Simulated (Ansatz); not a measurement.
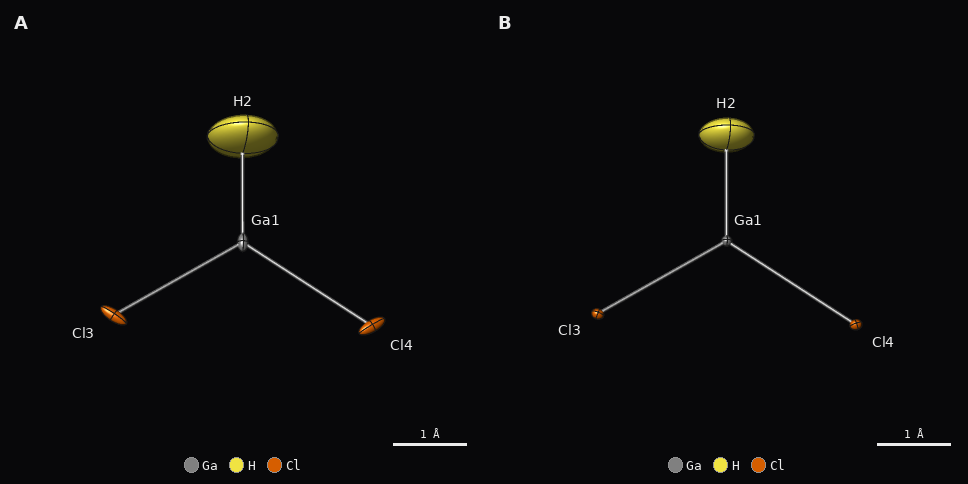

Displacement ellipsoids at the 50 % level, scaled by 1.5, from the internal vibrations of the free molecule (harmonic, no overall translation or rotation; no half-axis is drawn under 0.075 Å). Vibrations computed with RKS PBE0-D4/def2-TZVP (Ansatz 0.2.0). One panel is for 0 K (zero-point motion alone), the other for 600 K.

**Which panel is for 600 K?**

A.

**How much does the mean-square displacement of Cl3 grow, and why?**

U_eq goes from 0.00069 to 0.0032 Å², a factor of 4.7. Modes below kT (417 cm⁻¹ at 600 K) grow about in proportion to T, and the lowest lies at 134 cm⁻¹; the mean-square amplitude of a mode is its zero-point value times coth(ħω/2kT), which comes close to 1 only above about 3kT.
